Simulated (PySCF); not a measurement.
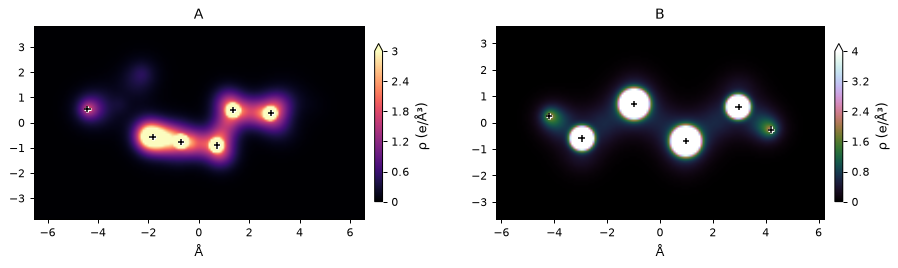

The total electron density of 2 systems, each on a plane through atoms (crosses mark nuclei in the plane).

The calculation used CAM-B3LYP/def2-SVPD, SCF density, gas phase (PySCF 2.14.0).

System 1: C$_{5}$H$_{9}$AlFN (SMILES C=C(F)CCC#[N+][AlH3-]), the plane of atoms C4, C5 and C6. Geometry: GFN2-xTB.

```yaml
atoms:
  - { symbol: C, position_ang: [-2.9987, 1.2901, 0.2818] }
  - { symbol: C, position_ang: [-2.3599, 0.1960, -0.0804] }
  - { symbol: F, position_ang: [-3.0433, -0.9642, -0.2354] }
  - { symbol: C, position_ang: [-0.8984, 0.0304, -0.3533] }
  - { symbol: C, position_ang: [-0.2862, -0.9901, 0.6323] }
  - { symbol: C, position_ang: [1.1168, -1.0772, 0.3992] }
  - { symbol: N, position_ang: [2.2411, -1.1045, 0.1703] }
  - { symbol: Al, position_ang: [3.6783, 0.1422, -0.4293] }
  - { symbol: H, position_ang: [-2.4741, 2.2168, 0.4118] }
  - { symbol: H, position_ang: [-4.0614, 1.2881, 0.4427] }
  - { symbol: H, position_ang: [-0.3943, 0.9916, -0.2595] }
  - { symbol: H, position_ang: [-0.7613, -0.3367, -1.3739] }
  - { symbol: H, position_ang: [-0.4509, -0.6645, 1.6640] }
  - { symbol: H, position_ang: [-0.7509, -1.9716, 0.4972] }
  - { symbol: H, position_ang: [2.7757, 0.9259, -1.4668] }
  - { symbol: H, position_ang: [4.7965, -0.7908, -0.9837] }
  - { symbol: H, position_ang: [3.8641, 0.8306, 0.9719] }
```

System 2: Ge$_{2}$H$_{10}$Si$_{2}$ (n-SiGeGeSiH10), the plane of atoms Si1, Ge2 and Ge3. Geometry: PBE0-D3(BJ)/def2-SVP.

```yaml
atoms:
  - { symbol: Si, position_ang: [2.9820, 0.2124, 0.4905] }
  - { symbol: Ge, position_ang: [0.8368, -0.8134, 0.3495] }
  - { symbol: Ge, position_ang: [-0.8316, 0.7921, -0.3728] }
  - { symbol: Si, position_ang: [-2.9913, -0.2096, -0.4649] }
  - { symbol: H, position_ang: [2.9446, 1.3054, 1.5096] }
  - { symbol: H, position_ang: [3.3390, 0.8019, -0.8362] }
  - { symbol: H, position_ang: [4.0336, -0.7762, 0.8796] }
  - { symbol: H, position_ang: [0.4267, -1.3821, 1.7235] }
  - { symbol: H, position_ang: [0.8733, -1.9856, -0.6525] }
  - { symbol: H, position_ang: [-0.4339, 1.3399, -1.7589] }
  - { symbol: H, position_ang: [-0.8446, 1.9783, 0.6141] }
  - { symbol: H, position_ang: [-3.3465, -0.7407, 0.8869] }
  - { symbol: H, position_ang: [-4.0317, 0.7778, -0.8869] }
  - { symbol: H, position_ang: [-2.9759, -1.3440, -1.4383] }
```

Question: Which map belongs to which system?

Answer: Panel A is system 1, C$_{5}$H$_{9}$AlFN: the plane holds C, N and H. C–N (1.15 Å): ρ is about 3.6 e/Å³ halfway. Panel B is system 2, Ge$_{2}$H$_{10}$Si$_{2}$: the plane holds Si, Ge and H. Si–Ge (2.38 Å): ρ at the midpoint is about 0.61 e/Å³.
